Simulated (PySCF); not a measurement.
# FCI/STO-3G run of [BH2F2]− (SMILES F[BH2-]F)

Aim: the vertical singlet–triplet gap of [BH2F2]− at FCI/STO-3G, from 2 runs. Input form: a Python script.

The calculation is run with PySCF 2.14.0.

9 further runs of the same task are left out: 3 that didn't finish, 6 set aside as unsound or not needed.

## 1. The molecule

[BH2F2]− has 5 atoms, charge -1, and is taken as a singlet. SMILES: `F[BH2-]F`. Geometry: relaxed at GFN2-xTB.

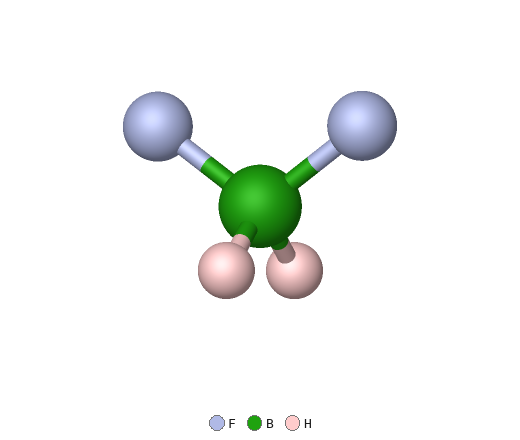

The structure, seen from a chosen angle (fluorine light blue, boron green, hydrogen pink).

## 2. The energy at FCI/STO-3G

job.py reads:

```python
from pyscf import gto, mcscf
from pyscf import fci

system = gto.M(
    atom=[
    ('F', (-1.176970, 0.624500, 0.383180)),
    ('B', (0.033530, 0.014270, -0.056090)),
    ('F', (0.407580, -0.947330, 0.926670)),
    ('H', (-0.171950, -0.560090, -1.118950)),
    ('H', (0.907810, 0.868650, -0.134810)),
],
    basis='sto-3g',
    max_memory=1860,
    verbose=3,
    spin=0,
    charge=-1,
)

mf = system.RHF()
mf.conv_tol = 1e-10
mf.kernel()
if not mf.converged:
    mf = mf.newton().run(mf.mo_coeff, mf.mo_occ)

cas = mcscf.CASCI(mf, mf.mo_coeff.shape[-1] - 3, (system.nelec[0] - 3, system.nelec[1] - 3))  # full CI above the frozen core
cas.fcisolver = fci.direct_spin0.FCI(system)  # even spin states alone
cas.kernel()
print('<S^2> = %.4f' % cas.fcisolver.spin_square(cas.ci, cas.ncas, cas.nelecas)[0])
e_final = cas.e_tot
print('E(%s) = %.9f' % ('FCI', e_final))
```

Run with:

```console
$ OMP_NUM_THREADS=1 python job.py
```

Output:

```text
converged SCF energy = -221.558609261091
CASCI E = -221.642549948208  E(CI) = -87.2066773807783  S^2 = 0.0000000
<S^2> = 0.0000
E(FCI) = -221.642549948
```

It took 20 s on 1 thread of Arm Neoverse V2, shared host; peak memory 0.33 GiB.

## 3. The triplet at the same level

job.py reads:

```python
from pyscf import gto, scf, mcscf

molecule = gto.M(
    atom='''
F     -1.176970     0.624500     0.383180
B      0.033530     0.014270    -0.056090
F      0.407580    -0.947330     0.926670
H     -0.171950    -0.560090    -1.118950
H      0.907810     0.868650    -0.134810
''',
    basis='sto-3g',
    charge=-1,
    spin=2,
    max_memory=1860,
    verbose=4,
)

myscf = scf.ROHF(molecule)
myscf.conv_tol = 1e-10
myscf.kernel()
if not myscf.converged:
    myscf = myscf.newton().run(myscf.mo_coeff, myscf.mo_occ)

cas = mcscf.CASCI(myscf, myscf.mo_coeff.shape[-1] - 3, (molecule.nelec[0] - 3, molecule.nelec[1] - 3))  # full CI above the frozen core
cas.fix_spin_(ss=2.0)
cas.kernel()
e_tot = cas.e_tot
print('E = %.10f Eh' % e_tot)
```

Run with:

```console
$ OMP_NUM_THREADS=1 python job.py
```

Output:

```text
PySCF version 2.14.0

[... 97 lines left out ...]
converged SCF energy = -220.965900538111
[... 1 line left out ...]
******** <class 'pyscf.mcscf.casci.CASCI'> ********
CAS (11e+9e, 14o), ncore = 3, nvir = 0
natorb = False
canonicalization = True
sorting_mo_energy = False
******** <class 'pyscf.fci.addons.SpinPenaltyFCISolver'> ********
max. cycles = 200
conv_tol = 1e-08
davidson only = True
linear dependence = 1e-12
level shift = 0.001
max iter space = 12
nroots = 1
pspace_size = 400
spin = None
Density matrix diagonal elements [1.99835791 1.99824202 1.98625418 1.99021661 1.98572311 1.95980185
 1.98580506 1.97627112 1.71521512 1.31189997 0.74288787 0.23801977
 0.0602097  0.05109572]
CASCI converged
CASCI E = -221.119010332525  E(CI) = -86.6836461023305  S^2 = 2.0000000
E = -221.1190103325 Eh
```

It took 53 s on 1 thread of Arm Neoverse V2, shared host; peak memory 0.28 GiB.

## 4. Summary of results

At FCI/STO-3G, 3 core orbitals frozen:

| quantity | value |
| --- | --- |
| singlet: total energy | -221.64255 Eh |
| singlet: HOMO energy (Hartree–Fock orbitals) | -0.62 eV |
| singlet: LUMO energy (Hartree–Fock orbitals) | 26.74 eV |
| singlet: HOMO–LUMO gap (to an unbound level, set by the basis) | 27.36 eV |
| singlet: correlation energy (3 core orbitals frozen) | -83.9 mEh |
| triplet: total energy | -221.11901 Eh |
| triplet: correlation energy (3 core orbitals frozen) | -153.1 mEh |
| vertical energy of the triplet above the singlet | 14.246 eV |

In words: At this shape the triplet lies 14.25 eV (1375 kJ/mol) above the singlet. For an anion a state so high probably lies above electron detachment. In a minimal basis such a difference can be off by several eV, whatever the method. The HOMO (triplet) lies at positive energy, 22.67 eV: the electron is unbound at this level or held by a compact basis; values depend on the basis.
